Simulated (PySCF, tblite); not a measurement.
# C4H12N2Si3: geometry, infrared bands and NMR shifts

What infrared bands and NMR shifts should C4H12N2Si3 (`C[SiH2]N([SiH3])[SiH2]/C=C\C#N`) show?

The runs use tblite 0.8.0 and PySCF 2.14.0, with density-fitted response routines of our own; the level of theory stands in each step. All values are computed, except where a source is named. Atoms are numbered from 0 throughout.

## Step 1: The molecule as given

21 atoms, charge 0, multiplicity 1; geometry from: force field or distance geometry start.

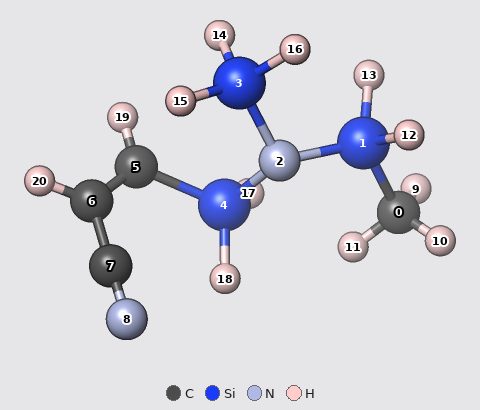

As it starts; carbon dark grey, silicon blue, nitrogen light blue, hydrogen pink, atoms numbered; sticks join atoms by distance.

## Step 2: Optimising the geometry with GFN2-xTB

The job: settings as JSON, then the geometry in Å.

```
{"job": {"kind": "relax", "xc": "GFN2-xTB", "basis": "xTB"}, "charge": 0, "multiplicity": 1}
C      2.916300    -0.996900    -0.576300
Si     2.152900     0.291300     0.527000
N      0.428100     0.089400     0.733500
Si    -0.319800     1.587900     1.397600
Si    -0.441000    -0.509100    -0.696400
C     -2.069600     0.395200    -0.703800
C     -3.126800    -0.227300    -0.228500
C     -3.022800    -1.565400     0.280500
N     -2.928300    -2.664400     0.698900
H      3.489200    -0.492700    -1.373900
H      3.529300    -1.685900     0.042900
H      2.052100    -1.523300    -1.049900
H      2.759100     0.214200     1.904300
H      2.526400     1.633100     0.046900
H     -0.369100     2.648900     0.381400
H     -1.637600     1.293000     1.977200
H      0.610400     2.017800     2.467400
H      0.332000    -0.206700    -1.915300
H     -0.647500    -1.945700    -0.492400
H     -2.137800     1.408800    -1.072300
H     -4.104400     0.254800    -0.194500
```

Command:

```bash
OMP_NUM_THREADS=1 python probes_run.py task.json out
```

One launch serves the whole session: the jobs run in the order shown.

Log:

```text
step      E/eV     max force
  0    -698.78196    3.833
  1    -698.69095   10.780
  2    -699.03970    1.200
  3    -699.09262    0.780
  4    -699.15223    0.641
  5    -699.19812    0.402
  6    -699.21573    0.398
  7    -699.24791    0.433
  8    -699.27247    0.433
  9    -699.29484    0.406
 10    -699.31243    0.391
 11    -699.33433    0.383
 12    -699.36082    0.438
 13    -699.38931    0.458
 14    -699.41247    0.269
 15    -699.42574    0.251
 16    -699.43470    0.268
 17    -699.44334    0.186
 18    -699.44904    0.160
 19    -699.45374    0.139
 20    -699.45816    0.149
 21    -699.46178    0.158
 22    -699.46447    0.128
 23    -699.46647    0.134
 24    -699.46842    0.117
 25    -699.47050    0.111
 26    -699.47208    0.085
 27    -699.47307    0.069
 28    -699.47389    0.070
 29    -699.47479    0.077
 30    -699.47576    0.079
 31    -699.47652    0.053
 32    -699.47697    0.061
 33    -699.47734    0.057
 34    -699.47783    0.069
 35    -699.47842    0.070
 36    -699.47891    0.060
 37    -699.47920    0.036
 38    -699.47941    0.034
 39    -699.47966    0.039
 40    -699.47999    0.056
 41    -699.48034    0.051
 42    -699.48063    0.038
 43    -699.48089    0.041
 44    -699.48119    0.043
 45    -699.48159    0.063
 46    -699.48209    0.058
 47    -699.48260    0.047
 48    -699.48301    0.035
 49    -699.48333    0.043
 50    -699.48361    0.047
 51    -699.48392    0.042
 52    -699.48429    0.051
 53    -699.48474    0.056
 54    -699.48524    0.068
 55    -699.48577    0.060
 56    -699.48630    0.061
 57    -699.48688    0.064
 58    -699.48757    0.063
 59    -699.48847    0.086
 60    -699.48963    0.109
 61    -699.49110    0.113
 62    -699.49290    0.097
 63    -699.49422    0.137
 64    -699.48895    0.305
 65    -699.49671    0.081
 66    -699.49755    0.064
 67    -699.49944    0.074
 68    -699.50135    0.108
 69    -699.50407    0.123
 70    -699.50750    0.133
 71    -699.50923    0.188
 72    -699.50877    0.200
 73    -699.51176    0.075
 74    -699.51243    0.073
 75    -699.51492    0.124
 76    -699.51630    0.148
 77    -699.51801    0.103
 78    -699.51936    0.063
 79    -699.52021    0.081
 80    -699.52070    0.116
 81    -699.52130    0.086
 82    -699.52208    0.044
 83    -699.52274    0.050
 84    -699.52327    0.061
 85    -699.52398    0.080
 86    -699.52476    0.054
 87    -699.52544    0.041
 88    -699.52586    0.037
 89    -699.52615    0.033
 90    -699.52645    0.036
 91    -699.52688    0.044
 92    -699.52745    0.049
 93    -699.52796    0.041
 94    -699.52825    0.031
 95    -699.52839    0.032
 96    -699.52857    0.033
 97    -699.52884    0.047
 98    -699.52915    0.057
 99    -699.52948    0.049
100    -699.52979    0.038
101    -699.53008    0.038
102    -699.53032    0.032
103    -699.53050    0.031
104    -699.53065    0.019
105    -699.53077    0.027
106    -699.53086    0.042
107    -699.53087    0.107
108    -699.53094    0.015
109    -699.53096    0.015
110    -699.53099    0.021
111    -699.53101    0.016
112    -699.53104    0.013
113    -699.53107    0.011
114    -699.53109    0.015
115    -699.53111    0.011
116    -699.53112    0.012
117    -699.53114    0.009
```

Wall time 2.4 s (1 thread of Arm Neoverse N1, shared host); peak memory 0.18 GiB.

Relaxation path: (not every step is listed) (the energy doesn't fall at every step)

```
step  energy from step 0 (eV)  largest force (eV/Å)
   0                   0.0000                3.8329
   1                   0.0910               10.7797
   2                  -0.2577                1.2000
   3                  -0.3107                0.7799
   4                  -0.3703                0.6413
   5                  -0.4162                0.4021
   6                  -0.4338                0.3980
   7                  -0.4660                0.4331
   8                  -0.4905                0.4332
  18                  -0.6671                0.1596
  28                  -0.6919                0.0704
  38                  -0.6975                0.0340
  48                  -0.7011                0.0353
  58                  -0.7056                0.0626
  68                  -0.7194                0.1076
  78                  -0.7374                0.0631
  88                  -0.7439                0.0369
  98                  -0.7472                0.0570
 108                  -0.7490                0.0151
 112                  -0.7491                0.0135
 113                  -0.7491                0.0114
 114                  -0.7491                0.0149
 115                  -0.7491                0.0108
 116                  -0.7492                0.0121
 117                  -0.7492                0.0086
```

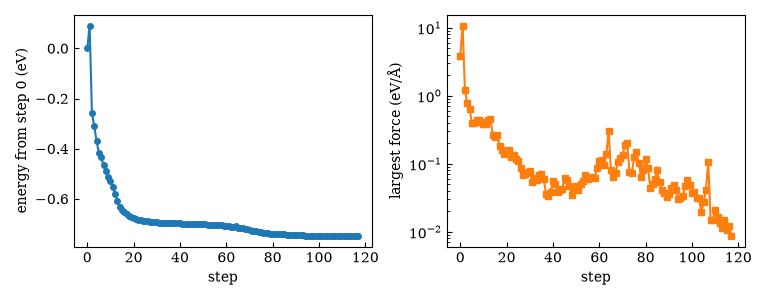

Energy and largest force along the relaxation.

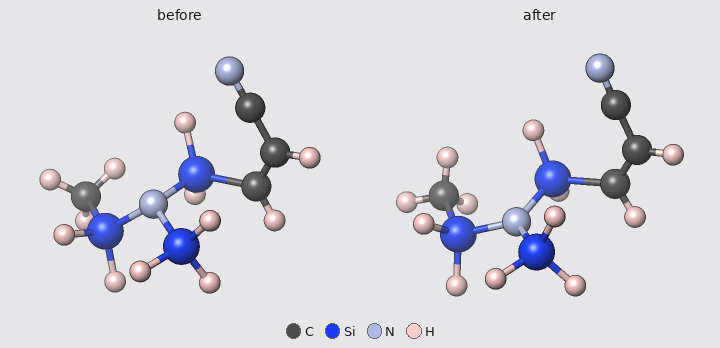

The geometry before (left) and after (right).

Distances of close pairs at the start and the end, largest changes first:

```
   bond  before (Å)  after (Å)  change (Å)
 N2–Si3       1.802      1.749      -0.053
Si1–H12       1.507      1.468      -0.039
 N2–Si4       1.777      1.741      -0.036
 C0–H11       1.117      1.085      -0.032
  C7–N8       1.180      1.148      -0.032
 C0–Si1       1.860      1.889      +0.029
  C6–C7       1.435      1.407      -0.028
 C0–H10       1.111      1.085      -0.026
```

The end geometry stands in the next job.

## Step 3: Vibrational analysis with GFN2-xTB

The job: settings as JSON, then the geometry in Å.

```
{"job": {"kind": "ir", "xc": "GFN2-xTB", "basis": "xTB"}, "charge": 0, "multiplicity": 1}
C      2.906269    -1.027593    -0.575077
Si     2.287413     0.319241     0.595488
N      0.556335     0.540443     0.441607
Si    -0.233547     1.707393     1.476804
Si    -0.363837    -0.412945    -0.688143
C     -2.100540     0.315148    -0.760185
C     -3.215209    -0.292517    -0.353880
C     -3.237899    -1.586963     0.198123
N     -3.304607    -2.637245     0.655691
H      2.763355    -0.754105    -1.615277
H      3.967190    -1.197665    -0.423302
H      2.391925    -1.968103    -0.408062
H      2.573783    -0.058508     1.984936
H      2.930927     1.600798     0.272752
H     -0.697019     2.833110     0.658499
H     -1.369286     1.063791     2.138309
H      0.750698     2.169079     2.449286
H      0.192167    -0.270935    -2.041194
H     -0.409436    -1.812728    -0.266358
H     -2.204049     1.312323    -1.168258
H     -4.193552     0.174924    -0.417527
```

Log:

```text
mode    cm-1     km/mol
  1     -22.3      1.77
  2      19.1      0.01
  3      20.2      1.17
  4      82.9      2.09
  5      98.5      2.10
  6     119.0      3.00
  7     149.9      2.38
  8     156.0      3.69
  9     187.9      3.49
 10     202.2      1.21
 11     221.6      0.39
 12     264.8      7.96
 13     299.5      2.97
 14     438.9      1.50
 15     472.9     26.42
 16     486.4      4.74
 17     507.9     63.70
 18     574.4     29.49
 19     574.5     31.31
 20     584.1     46.42
 21     611.4     56.24
 22     631.1      9.31
 23     689.9    185.30
 24     715.3    121.76
 25     729.9      8.57
 26     756.4    180.04
 27     763.7      4.35
 28     774.4     23.69
 29     778.2    154.45
 30     784.6    193.97
 31     794.8    414.42
 32     809.6    649.20
 33     821.7     89.65
 34     845.9    122.49
 35     931.4      5.15
 36     951.4    624.02
 37     973.5     27.38
 38     979.0    495.60
 39    1169.7      3.01
 40    1324.9      6.86
 41    1373.5     17.91
 42    1486.0      0.71
 43    1491.5      1.22
 44    1639.2      8.40
 45    2191.8    168.91
 46    2202.3    263.46
 47    2214.6    183.26
 48    2218.7    574.72
 49    2247.3    326.42
 50    2268.9    256.12
 51    2292.0    334.09
 52    2367.3    160.19
 53    3002.6     27.46
 54    3046.3     33.43
 55    3048.3     35.69
 56    3050.5     42.76
 57    3052.7      4.88
```

Wall time 2.2 s (1 thread of Arm Neoverse N1, shared host); peak memory 0.18 GiB.

Which atoms move in the most intense modes:

```
cm⁻¹  km/mol                         atoms
 795   414.4   H14 18 %, Si1 16 %, C0 11 %
 810   649.2  H14 26 %, H16 24 %, H15 23 %
 951   624.0             N2 74 %, Si1 12 %
 979   495.6             N2 72 %, Si4 12 %
2202   263.5                      H17 83 %
2219   574.7            H12 51 %, H14 37 %
2247   326.4                      H15 93 %
2292   334.1                      H16 95 %
```

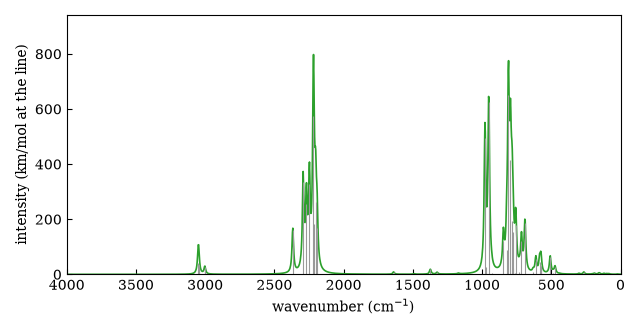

The infrared spectrum from these modes, unscaled. Lines are broadened to a width of 14 cm⁻¹ (Lorentzian).

## Step 4: Nuclear shieldings: PBE0/pcSseg-1

The job, as its differences from that of step 3:

```diff
@@ -1,2 +1,2 @@
-{"job": {"kind": "ir", "xc": "GFN2-xTB", "basis": "xTB"}, "charge": 0, "multiplicity": 1}
+{"job": {"kind": "nmr", "xc": "PBE0", "basis": "pcSseg-1"}, "charge": 0, "multiplicity": 1}
 C      2.906269    -1.027593    -0.575077
```

With the program's defaults for keys left out, this is: GIAO PBE0/pcSseg-1 NMR shielding, non-relativistic, gas phase.

Log:

```text
coarse grid: 18784 points
cycle   1  E = -1136.7557420215  dE =  8.183e-01  |g| = 6.513e-01  |ddm| = 4.258e+00
cycle   2  E = -1136.5753724027  dE =  1.804e-01  |g| = 1.111e+00  |ddm| = 1.471e+00
cycle   3  E = -1136.8418775279  dE = -2.665e-01  |g| = 2.229e-01  |ddm| = 1.018e+00
cycle   4  E = -1136.8519175605  dE = -1.004e-02  |g| = 7.149e-02  |ddm| = 1.854e-01
cycle   5  E = -1136.8528938041  dE = -9.762e-04  |g| = 2.785e-02  |ddm| = 8.162e-02
cycle   6  E = -1136.8530771560  dE = -1.834e-04  |g| = 4.765e-03  |ddm| = 2.885e-02
cycle   7  E = -1136.8530822869  dE = -5.131e-06  |g| = 1.329e-03  |ddm| = 4.563e-03
final grid: 167064 points
cycle   8  E = -1136.9002307078  dE = -2.707e-05  |g| = 7.614e-03  |ddm| = 2.751e-02
cycle   9  E = -1136.9002214689  dE =  9.239e-06  |g| = 9.960e-03  |ddm| = 1.479e-02
cycle  10  E = -1136.9002441505  dE = -2.268e-05  |g| = 1.603e-03  |ddm| = 8.643e-03
cycle  11  E = -1136.9002447069  dE = -5.564e-07  |g| = 4.767e-04  |ddm| = 1.430e-03
cycle  12  E = -1136.9002447484  dE = -4.149e-08  |g| = 2.165e-04  |ddm| = 4.612e-04
cycle  13  E = -1136.9002447580  dE = -9.579e-09  |g| = 4.107e-05  |ddm| = 1.703e-04
cycle  14  E = -1136.9002447584  dE = -3.824e-10  |g| = 1.229e-05  |ddm| = 4.489e-05
converged SCF energy = -1136.9002447584

GIAO shielding tensors (ppm)
atom      isotropic    diamagn.    paramagn.     s11        s22        s33       span
  0 C      191.987     256.228     -64.241    185.070    191.462    199.429     14.359
  1 Si     374.761     881.720    -506.959    327.673    372.522    424.088     96.415
  2 N      283.697     336.271     -52.574    266.695    283.722    300.674     33.980
  3 Si     402.367     881.855    -479.489    372.669    375.761    458.670     86.001
  4 Si     391.100     885.432    -494.331    368.389    380.819    424.093     55.704
  5 C       28.125     265.785    -237.660   -109.902     11.415    182.864    292.765
  6 C       59.925     253.154    -193.228    -59.306     79.842    159.240    218.546
  7 C       64.992     261.636    -196.644    -50.251    -47.123    292.352    342.603
  8 N      -63.109     340.361    -403.470   -206.694   -195.814    213.182    419.875
  9 H       31.042      32.626      -1.585     26.566     29.351     37.208     10.643
 10 H       31.532      27.911       3.621     27.137     27.594     39.865     12.728
 11 H       31.061      33.453      -2.392     26.328     29.729     37.127     10.799
 12 H       26.725      30.562      -3.837     22.706     25.576     31.893      9.188
 13 H       26.696      29.977      -3.282     22.575     25.430     32.082      9.507
 14 H       27.085      31.081      -3.996     23.506     25.002     32.748      9.242
 15 H       27.003      31.793      -4.790     22.972     26.344     31.694      8.722
 16 H       27.081      30.171      -3.090     23.385     25.906     31.951      8.566
 17 H       26.616      33.273      -6.657     22.712     26.117     31.021      8.309
 18 H       26.120      35.429      -9.309     21.785     25.533     31.041      9.257
 19 H       24.257      32.987      -8.730     19.861     24.984     27.925      8.064
 20 H       25.280      25.827      -0.547     22.265     24.961     28.614      6.349
```

Run time: 1.7 min. Hardware: 1 thread of Arm Neoverse N1, shared host; peak memory 1.1 GiB.

The references, computed at this level on geometries of the same kind, shield at (ppm): ¹H TMS 31.72, ¹³C TMS 186.9, ²⁹Si TMS 349.2, ¹⁵N NH3 267.7. Their shielding less the atom's gives the shift. The references are single molecules in the gas phase, so shifts against H2O, NH3, PH3, H3PO4 or CFCl3 are not on the usual liquid scales and can be off by tens of ppm. Atoms listed in one row are averaged.

```
        atoms                               environment  σ (ppm)  δ (ppm)  δ scaled to CDCl3
           C5                                 alkene CH     28.1    158.8              153.1
           C6                                 alkene CH     59.9    127.0              122.0
           C7                            nitrile carbon     65.0    121.9              117.1
           C0                methyl carbon bonded to Si    192.0     -5.1               -6.9
          H19                  hydrogen on an alkene CH    24.26     7.46               7.14
          H20                  hydrogen on an alkene CH    25.28     6.44               6.17
     H17, H18      hydrogen on a silicon bonded to C, N    26.37     5.35                  –
     H12, H13      hydrogen on a silicon bonded to C, N    26.71     5.01                  –
H14, H15, H16         hydrogen on a silicon bonded to N    27.06     4.66                  –
 H9, H10, H11  hydrogen on a methyl carbon bonded to Si    31.21     0.51               0.58
          Si1               silicon bonded to C, N, 2 H    374.8    -25.6                  –
          Si4               silicon bonded to C, N, 2 H    391.1    -41.9                  –
          Si3                  silicon bonded to N, 3 H    402.4    -53.2                  –
           N8                          nitrile nitrogen    -63.1    330.8                  –
           N2                   nitrogen bonded to 3 Si    283.7    -16.0                  –
```

The scaled column applies a straight-line fit of computed shieldings to shifts measured in CDCl3 (root-mean-square error 0.16 ppm for H, 1.9 ppm for C).

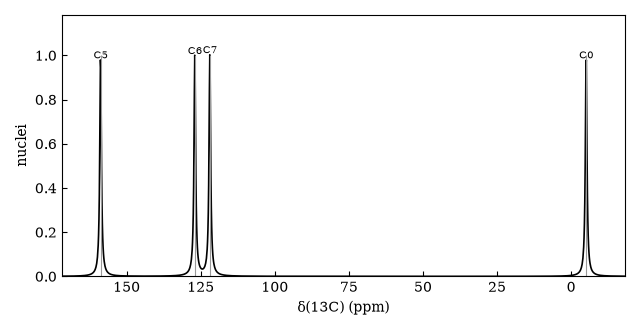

¹³C lines at the computed shifts, without couplings. Lines are broadened to a width of 0.66 ppm (Lorentzian).

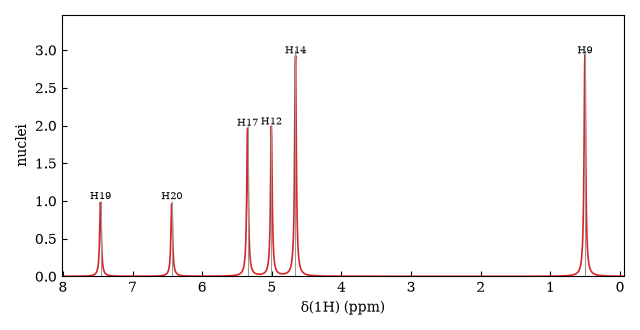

¹H lines at the computed shifts, without couplings. Lines are broadened to a width of 0.03 ppm (Lorentzian).

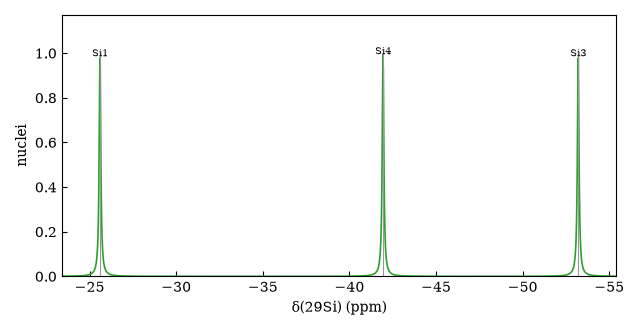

²⁹Si lines at the computed shifts, without couplings. Lines are broadened to a width of 0.11 ppm (Lorentzian).

The run also stored atomic charges by several schemes (e):

```
atoms  Mulliken    IAO  Hirshfeld  ESP fit
   C0     -0.67  -0.73      -0.21    -0.67
  Si1      0.79   0.90       0.37     0.74
   N2     -1.10  -1.04      -0.35    -0.53
  Si3      0.65   0.74       0.34     0.46
  Si4      0.89   0.89       0.37     0.44
   C5     -0.45  -0.39      -0.10    -0.23
   C6     -0.07  -0.16      -0.01    -0.31
   C7      0.06   0.13       0.08     0.48
   N8     -0.24  -0.23      -0.21    -0.48
```

Mulliken charges:

C0 -0.67; Si1 0.79; N2 -1.10; Si3 0.65; Si4 0.89; C5 -0.45; C6 -0.07; C7 0.06; N8 -0.24; H9 0.15; H10 0.15; H11 0.15; H12 -0.09; H13 -0.09; H14 -0.10; H15 -0.08; H16 -0.09; H17 -0.10; H18 -0.07; H19 0.15; H20 0.15

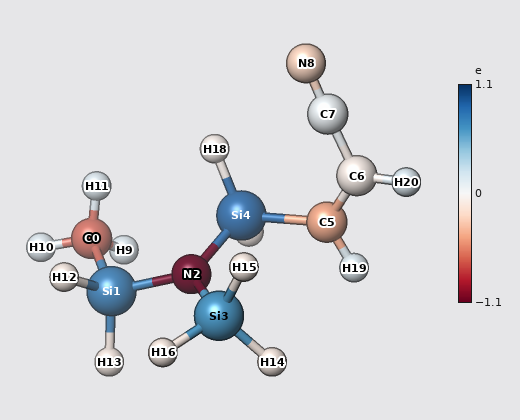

Mulliken charges, as colours on the atoms.

Mayer bond orders: C0–Si1 0.96, Si1–N2 0.86, N2–Si3 0.87, N2–Si4 0.92, Si4–C5 0.84, C5–C6 1.86, C6–C7 1.06, C7–N8 2.98.

## Step 5: What came out

```
                                                              quantity                                   value
                             strongest single infrared mode (GFN2-xTB)                    810 cm⁻¹, 649 km/mol
                                          zero-point energy (GFN2-xTB)                           87.9 kcal/mol
                                ¹³C shifts against TMS (PBE0/pcSseg-1)           158.8, 127.0, 121.9, -5.1 ppm
¹H shifts against TMS (PBE0/pcSseg-1, means over atoms taken as alike)  7.46, 6.44, 5.35, 5.01, 4.66, 0.51 ppm
                               ²⁹Si shifts against TMS (PBE0/pcSseg-1)                 -25.6, -41.9, -53.2 ppm
                                ¹⁵N shifts against NH3 (PBE0/pcSseg-1)                        330.8, -16.0 ppm
```

What this shows: Over 117 steps the energy fell by 0.749 eV; of the close pairs, N2–Si3 changed most, 1.802 to 1.749 Å. The lowest mode is imaginary (22i cm⁻¹), so the xTB geometry is not a minimum. The strongest single mode, at 810 cm⁻¹, has its largest shares on H14, H16 and H15 (the list is cut at 3 atoms). GFN2-xTB is a fitted tight-binding method: band positions and strengths are rough. Its intensities can rank the bands wrongly. At PBE0/pcSseg-1: The largest span, 420 ppm, is at N8, where the paramagnetic term is -403 ppm.
